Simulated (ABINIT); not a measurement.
# Quasiparticle gap of WSe2 (P6_3/mmc) in ABINIT

How does a plane-wave GW calculation on WSe2 (P6_3/mmc) run from the first input to the gap?

Method: PBE and many-body steps on it, plane waves, in ABINIT 10.8.3.

The database entry behind the starting cell differs from later determinations by our own check (a about 0.2 % long), so it need not match the best structure at ambient conditions.

## (1) Set-up

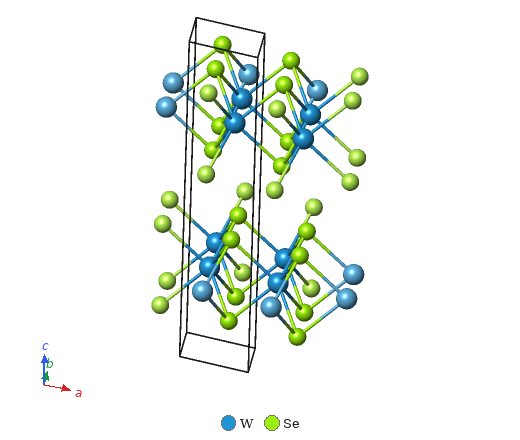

Start, viewed slightly off an axis; tungsten blue, selenium green. 2×2×1 cells are drawn. Some periodic images of atoms are drawn too.

The cell and positions come from the Crystallography Open Database and are kept as given unless a step says otherwise. Spin-orbit coupling is left out unless a step names it.

## (2) Ground state

This step: ABINIT 10.8.3; DFT, PBE, plane waves, norm-conserving pseudopotentials.

The ground-state density comes first.

Contents of run.abi:

```
acell 3*1.0 Angstrom
rprim 
  3.290000000028 -0.000000000007 0.000000000000
  -1.645000000008 2.849223578479 0.000000000000
  0.000000000000 0.000000000000 12.970000000000
ntypat 2
znucl 74 34
natom 6
typat 1 1 2 2 2 2
xred 
  0.333333333333 0.666666666667 0.250000000000
  0.666666666667 0.333333333333 0.750000000000
  0.333333333333 0.666666666667 0.621000000000
  0.666666666667 0.333333333333 0.121000000000
  0.333333333333 0.666666666667 0.879000000000
  0.666666666667 0.333333333333 0.379000000000
pp_dirpath "pseudos"
pseudos "W.upf, Se.upf"
ecut 58
ngkpt 6 6 2
nshiftk 1
shiftk 0 0 0
kptopt 1
chksymbreak 0
nband 69
occopt 1
tolvrs 1e-08
nstep 60
prtwf 0
optforces 0
optstress 0
indata_prefix "in"
outdata_prefix "out"
tmpdata_prefix "tmp"
```

Run with:

```console
OMP_NUM_THREADS=1 mpirun -n 4 abinit run.abi > log
```

Numbers of over 12 decimals in the logs are rounded to 6 here.

Output:

```text
.Version 10.8.3 of ABINIT. v10.8.2 released Aug 2026.

 Symmetries : space group P6_3/m m c (#194); Bravais hP (primitive hexag.)
================================================================================
 Values of the parameters that define the memory need of the present run
     intxc =       0    ionmov =       0      iscf =       7    lmnmax =       8
     lnmax =       8     mgfft =     180  mpssoang =       4    mqgrid =    8403
     natom =       6  nloc_mem =       1    nspden =       1   nspinor =       1
    nsppol =       1      nsym =      24    n1xccc =    2501    ntypat =       2
    occopt =       1   xclevel =       2
-    mband =          69        mffmem =           1         mkmem =           4
       mpw =       17347          nfft =      364500          nkpt =          14
================================================================================
  Rough estimation (10% accuracy) of disk space for files :
================================================================================

--------------------------------------------------------------------------------
------------- Echo of variables that govern the present computation ------------
--------------------------------------------------------------------------------
 -outvars: echo values of preprocessed input variables --------
            acell      1.8897261259E+00  1.8897261259E+00  1.8897261259E+00 Bohr

      chksymbreak           0
             ecut      5.80000000E+01 Hartree
-          fftalg         312

              ixc     -101130
              kpt      0.00000000E+00  0.00000000E+00  0.00000000E+00
                       1.66666667E-01  0.00000000E+00  0.00000000E+00
                       3.33333333E-01  0.00000000E+00  0.00000000E+00
                       5.00000000E-01  0.00000000E+00  0.00000000E+00
                       1.66666667E-01  1.66666667E-01  0.00000000E+00
                       3.33333333E-01  1.66666667E-01  0.00000000E+00
                       3.33333333E-01  3.33333333E-01  0.00000000E+00
                       0.00000000E+00  0.00000000E+00  5.00000000E-01
                       1.66666667E-01  0.00000000E+00  5.00000000E-01
                       3.33333333E-01  0.00000000E+00  5.00000000E-01
                       5.00000000E-01  0.00000000E+00  5.00000000E-01
[...]
kptrlatt        6    0    0      0    6    0      0    0    2
          kptrlen      3.73031937E+01
P           mkmem           4
            natom           6
            nband          69
            ngfft          45      45     180
             nkpt          14
            nstep          60
             nsym          24
           ntypat           2
              occ      2.000000  2.000000  2.000000  2.000000  2.000000  2.000000
                       2.000000  2.000000  2.000000  2.000000  2.000000  2.000000
                       2.000000  2.000000  2.000000  2.000000  2.000000  2.000000
                       2.000000  2.000000  2.000000  2.000000  2.000000  2.000000
                       2.000000  2.000000  2.000000  2.000000  2.000000  2.000000
                       2.000000  2.000000  2.000000  2.000000  2.000000  2.000000
                       2.000000  2.000000  2.000000  2.000000  2.000000  2.000000
                       2.000000  2.000000  2.000000  2.000000  2.000000  2.000000
                       2.000000  2.000000  2.000000  2.000000  2.000000  2.000000
                       2.000000  2.000000  2.000000  2.000000  2.000000  2.000000
                       2.000000  2.000000  0.000000  0.000000  0.000000  0.000000
[...]
optforces           0
        optstress           0
            prtwf           0
            rprim      3.2900000000E+00 -7.0000000000E-12  0.0000000000E+00
[...]
spgroup         194

           tolvrs      1.00000000E-08

             xred      3.3333333333E-01  6.6666666667E-01  2.5000000000E-01
[...]
znucl       74.00000   34.00000

================================================================================

 chkinp: Checking input parameters for consistency.

================================================================================
== DATASET  1 ==================================================================
-   mpi_nproc: 4, omp_nthreads: 1 (-1 if OMP is not activated)

--- !DatasetInfo
iteration_state: {dtset: 1, }
dimensions: {natom: 6, nkpt: 14, mband: 69, nsppol: 1, nspinor: 1, nspden: 1, mpw: 17347, }
cutoff_energies: {ecut:  58.0, pawecutdg:  -1.0, }
electrons: {nelect:   1.24000000E+02, charge:   0.00000000E+00, occopt:   1.00000000E+00, tsmear:   1.00000000E-02, }

 Real(R)+Recip(G) space primitive vectors, cartesian coordinates (Bohr,Bohr^-1):
 R(1)=  6.2171990  0.0000000  0.0000000  G(1)=  0.1608441  0.0928634  0.0000000
 R(2)= -3.1085995  5.3842522  0.0000000  G(2)=  0.0000000  0.1857268  0.0000000
 R(3)=  0.0000000  0.0000000 24.5097479  G(3)=  0.0000000  0.0000000  0.0408001
 Unit cell volume ucvol=  8.2046301E+02 bohr^3
 Angles (23,13,12)=  9.00000000E+01  9.00000000E+01  1.20000000E+02 degrees

 getcut: wavevector=  0.0000  0.0000  0.0000  ngfft=  45  45 180
         ecut(hartree)=     58.000   => boxcut(ratio)=   2.06433

--- Pseudopotential description ------------------------------------------------
[...]
--- l  ekb(1:nproj) -->
[...]
pspatm: atomic psp has been read  and splines computed

- Se Generated using ONCVPSP code by D. R. Hamann
- 34.00000  24.00000  171031                  znucl, zion, pspdat
12 -101130 2 -1 1214                          pspcod,pspxc,lmax,lloc,mmax
     nproj     2     2     2     0
  pspatm : epsatm=   25.39064422
         --- l  ekb(1:nproj) -->
[...]
pspatm: atomic psp has been read  and splines computed

   1.54971935E+04                                ecore*ucvol(ha*bohr**3)
--------------------------------------------------------------------------------

_setup2: Arith. and geom. avg. npw (full set) are   17307.181   17307.168

================================================================================

--- !BeginCycle
iteration_state: {dtset: 1, }
solver: {iscf: 7, nstep: 60, nline: 4, wfoptalg: 0, }
tolerances: {tolvrs: 1.00E-08, }

     iter   Etot(hartree)      deltaE(h)  residm     vres2
 ETOT  1  -1496.3491171612    -1.496E+03 2.895E+00 8.091E+02
 ETOT  2  -1504.7322363773    -8.383E+00 4.312E-02 1.665E+03
 ETOT  3  -1504.8550623619    -1.228E-01 6.662E-02 4.677E+02
 ETOT  4  -1504.8631270722    -8.065E-03 4.072E-02 2.266E+02
 ETOT  5  -1504.8748602754    -1.173E-02 5.548E-03 8.238E+00
 ETOT  6  -1504.8754248780    -5.646E-04 8.120E-03 1.199E+00
 ETOT  7  -1504.8754485021    -2.362E-05 2.026E-03 3.856E-02
 ETOT  8  -1504.8754502186    -1.717E-06 1.292E-03 1.505E-03
 ETOT  9  -1504.8754503410    -1.224E-07 1.665E-03 1.180E-05
 ETOT 10  -1504.8754503418    -7.358E-10 4.759E-03 2.650E-06
 ETOT 11  -1504.8754503419    -1.469E-10 1.889E-03 4.529E-08
 ETOT 12  -1504.8754503418     1.176E-10 3.605E-03 7.446E-09

 At SCF step   12       vres2   =  7.45E-09 < tolvrs=  1.00E-08 =>converged.

--- !ResultsGS
iteration_state: {dtset: 1, }
comment   : Summary of ground state results
lattice_vectors:
- [  6.2171990,  -0.0000000,   0.0000000, ]
- [ -3.1085995,   5.3842522,   0.0000000, ]
- [  0.0000000,   0.0000000,  24.5097479, ]
lattice_lengths: [   6.21720,    6.21720,   24.50975, ]
lattice_angles: [ 90.000,  90.000, 120.000, ] # degrees, (23, 13, 12)
lattice_volume:   8.2046301E+02
convergence: {deltae:  1.176E-10, res2:  7.446E-09, residm:  3.605E-03, diffor:  0.000E+00, }
etotal    :  -1.50487545E+03
entropy   :   0.00000000E+00
fermie    :   3.61147283E-01
cartesian_stress_tensor: null
pressure_GPa: null
xred      :
- [  3.3333E-01,   6.6667E-01,   2.5000E-01,  W]
- [  6.6667E-01,   3.3333E-01,   7.5000E-01,  W]
- [  3.3333E-01,   6.6667E-01,   6.2100E-01, Se]
- [  6.6667E-01,   3.3333E-01,   1.2100E-01, Se]
- [  3.3333E-01,   6.6667E-01,   8.7900E-01, Se]
- [  6.6667E-01,   3.3333E-01,   3.7900E-01, Se]
cartesian_forces: null
force_length_stats: {min: null, max: null, mean: null, }

 Integrated electronic density in atomic spheres:
 ------------------------------------------------
 Atom  Sphere_radius  Integrated_density
[...]
================================================================================

 ----iterations are completed or convergence reached----

 Mean square residual over all n,k,spin=   66.756E-07; max=  36.048E-04
 reduced coordinates (array xred) for    6 atoms
[...]
0.666666666667      0.333333333333      0.750000000000
       0.333333333333      0.666666666667      0.621000000000
       0.666666666667      0.333333333333      0.121000000000
       0.333333333333      0.666666666667      0.879000000000
       0.666666666667      0.333333333333      0.379000000000
 rms dE/dt=  0.0000E+00; max dE/dt=  0.0000E+00; dE/dt below (all hartree)
    1       0.000000000000      0.000000000000      0.000000000000
    2       0.000000000000      0.000000000000      0.000000000000
    3       0.000000000000      0.000000000000      0.000000000000
    4       0.000000000000      0.000000000000      0.000000000000
    5       0.000000000000      0.000000000000      0.000000000000
    6       0.000000000000      0.000000000000      0.000000000000

 cartesian coordinates (angstrom) at end:
    1      4e-12     1.899482     3.242500
    2      1.645000     0.949741     9.727500
    3      4e-12     1.899482     8.054370
    4      1.645000     0.949741     1.569370
    5      4e-12     1.899482    11.400630
    6      1.645000     0.949741     4.915630
 length scales=  1.889726125908  1.889726125908  1.889726125908 bohr
              =  1.000000000000  1.000000000000  1.000000000000 angstroms
 prteigrs : about to open file out_EIG
 Fermi (or HOMO) energy (hartree) =   0.36115   Average Vxc (hartree)=  -0.41983
 Eigenvalues (hartree) for nkpt=  14  k points:
 kpt#   1, nband= 69, wtk=  0.01389, kpt=  0.0000  0.0000  0.0000 (reduced coord)
  -7.29039   -7.29039   -7.29039   -7.29039   -5.06693   -5.06693   -5.06693   -5.06693
  -5.06693   -5.06693   -5.06693   -5.06693   -5.06548   -5.06548   -5.06548   -5.06548
  -2.37091   -2.37091   -1.39916   -1.39916   -1.39916   -1.39916   -1.39914   -1.39914
  -1.39913   -1.39913   -1.39792   -1.39792   -1.39791   -1.39791   -1.39788   -1.39788
  -1.39787   -1.39787   -1.39745   -1.39744   -1.39737   -1.39736   -1.05694   -1.05694
  -1.05194   -1.05194   -1.05194   -1.05194   -0.20054   -0.19132   -0.15729   -0.14185
   0.09886    0.13946    0.22806    0.26311    0.26311    0.26375    0.26375    0.30412
   0.30412    0.30615    0.30615    0.32068    0.32183    0.36115    0.45820    0.45846
   0.46005    0.46121    0.46151    0.46584    0.46920
 prteigrs : prtvol=0 or 1, do not print more k-points.

--- !EnergyTerms
iteration_state     : {dtset: 1, }
comment             : Components of total free energy in Hartree
kinetic             :  6.25794027482691E+02
hartree             :  5.72117172781043E+02
xc                  : -1.48629641281263E+02
Ewald energy        : -7.08466026466593E+02
psp_core            :  1.88883512588344E+01
local_psp           : -1.54329264058837E+03
non_local_psp       : -3.21286693528143E+02
total_energy        : -1.50487545034180E+03
total_energy_eV     : -4.09497471313454E+04
band_energy         : -2.52458523383586E+02

== END DATASET(S) ==============================================================
================================================================================

 -outvars: echo values of variables after computation  --------
           etotal     -1.5048754503E+03
            nband          69
             nkpt          14
          spgroup         194
 [... the other variables as echoed above ...]

 Calculation completed.
```

The job ended after 5.3 min (4 MPI ranks of Arm Neoverse V1, shared host; peak memory 0.85 GiB).

This step gave:

* total energy: -40949.7471 eV
* gap: 0.9782 eV
* k of the valence top: 0, 0, 0
* k of the conduction bottom: 0.1667, 0.1667, 0
* least direct gap: 1.524 eV

The gap is indirect, with the least direct gap 0.55 eV higher.

[end of part 1 of 3]

[Paths, hosts, dates, memory and timing lines, banners, echoed tables and standing remarks are left out of the program output.]

[Logs are printed without paths, hosts, clocks, repeated set-up lines and the standing remarks that a program may print on its own settings, such as how far it seeks lower states.]

[Runs of the session that timed out or met a known fault of the program may be left out.]

[Hosts, paths, dates, database ids (printed as entryN), source tags and the programs' standing remarks are cut or masked in the printed files.]

[G0W0 gaps are taken among the corrected bands and points alone; a level outside them can change the order at an edge.]

[Where Ansatz stands beside ABINIT at settings called matched, ABINIT's density can come from a denser mesh and the files from another edition; pairs whose starting gaps differed by over 0.03 eV were left out, so agreement reads better than it is.]
